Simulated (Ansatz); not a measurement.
Cl6Yb (charge −3, doublet)

The calculation's input:

```
crystal:
  periodic: [false, false, false]
  atoms:
    - {symbol: Yb, position_ang: [0.000002, 0.000121, -0.000115]}
    - {symbol: Cl, position_ang: [-0.048218, 0.024517, 2.707086]}
    - {symbol: Cl, position_ang: [0.047176, -0.023777, -2.707319]}
    - {symbol: Cl, position_ang: [2.707464, 0.036529, -0.006817]}
    - {symbol: Cl, position_ang: [-2.707321, -0.037310, 0.006902]}
    - {symbol: Cl, position_ang: [0.017799, 2.707530, 0.030446]}
    - {symbol: Cl, position_ang: [-0.016901, -2.707600, -0.030173]}
basis:
  gaussian: {orbitals: def2-TZVP, initial_orbitals: start.molden}
total_charge: -3
magnetization: {spin_polarized: true, initial_magnetization: 1}
hamiltonian: {xc: pbe0, dispersion: d4}
scf: {omitted_lower_state_checks: [starts]}
output: {forces: true, orbitals: {seedname: orbitals}}
```

Run with:

```sh
ansatz run in.yaml --threads 4 --pin off --events-out ev --progress --plain --max-ram 6963MiB
```

Geometry: PBE-D4/def2-SVP; the highest occupied orbital lies above zero, a sign that basis and functional describe the outermost electron poorly.

Level of theory: Ansatz 0.2.0, UKS PBE0-D4/def2-TZVP.

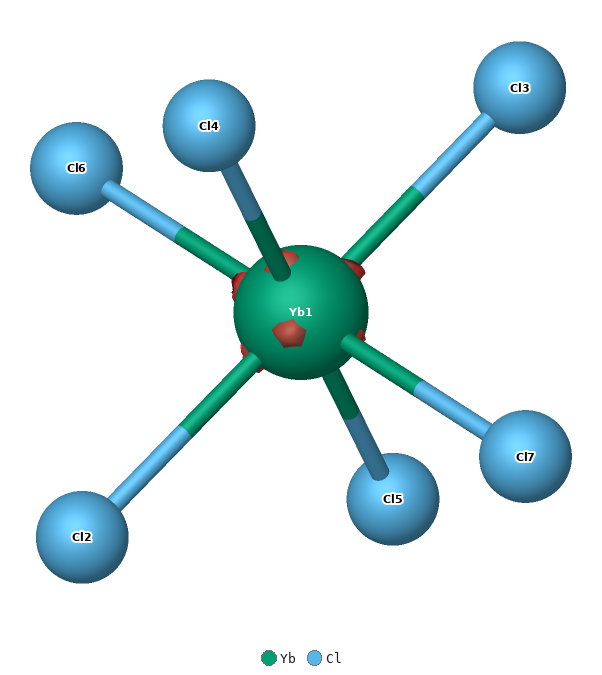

Figure 1. Isosurface of the spin density at +0.6 e/Å³ (red), seen at a tilt.

Question: Describe the spin distribution.

Answer: The unpaired spin (1 electron) lies mostly on Yb1 (about 1.0), in electrons by Hirshfeld's partition.

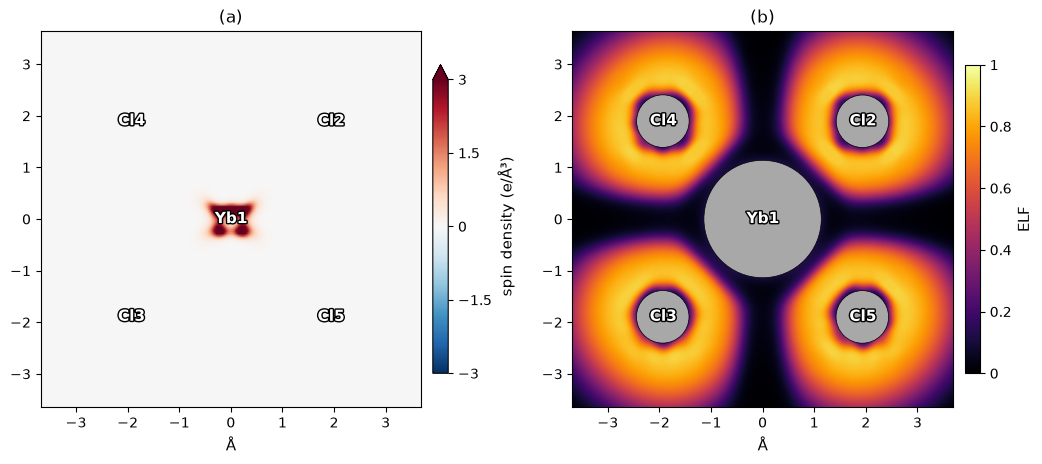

Figure 2. (a) spin density (α minus β); (b) electron localisation function on the plane of atoms Cl3, Yb1 and Cl5. Grey discs cover the atomic cores in the ELF map.

Question: Interpret the plot.

Answer:
- The section cuts through Yb and Cl sites.
- Yb–Cl (2.71 Å): the ELF peaks at about 0.90 in the valence shell of Cl, 0.8 Å from its nucleus, and is about 0.25 at the midpoint.

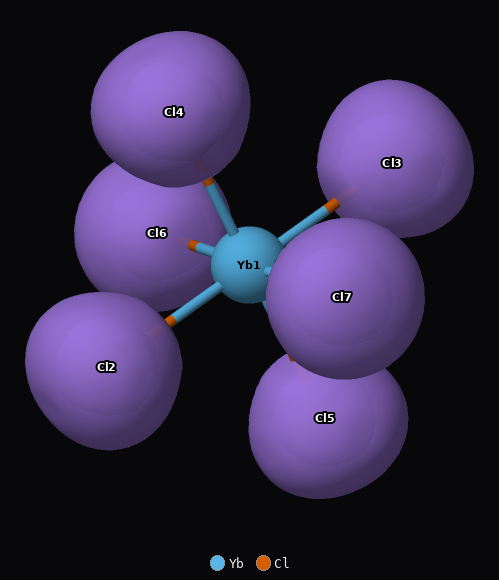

Figure 3. Isosurface of the ELF at 0.8 (purple), seen at a tilt. Only the valence region is drawn (cores and ρ < 0.01 e/Å³ removed).

Question: Identify the bonds, lone pairs and shells in this picture.

Answer: The ELF exceeds this value in six regions wrapped around Cl (the valence shell of each).

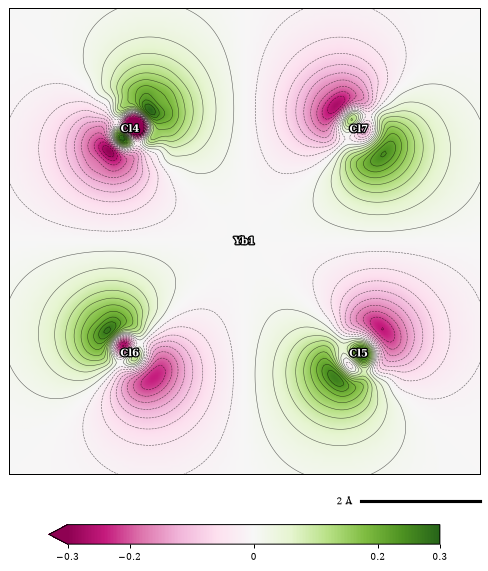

Figure 4. The HOMO (β) on the plane of atoms Cl5, Yb1 and Cl7 (values in Å⁻³ᐟ²; the overall sign is arbitrary).

Question: What is the character of this orbital?

Answer: By Hirshfeld shares it lies mainly on Cl2 (about 15 %), Cl3 (about 15 %), Cl4 (about 15 %), Cl5 (about 15 %), Cl6 (about 15 %) and Cl7 (about 15 %); it is gerade (even under inversion); largely a combination of lone pairs on Cl2, Cl3, Cl4, Cl5, Cl6 and Cl7. It is one of a degenerate set, so its orientation is arbitrary. Its energy is 3.38 eV.
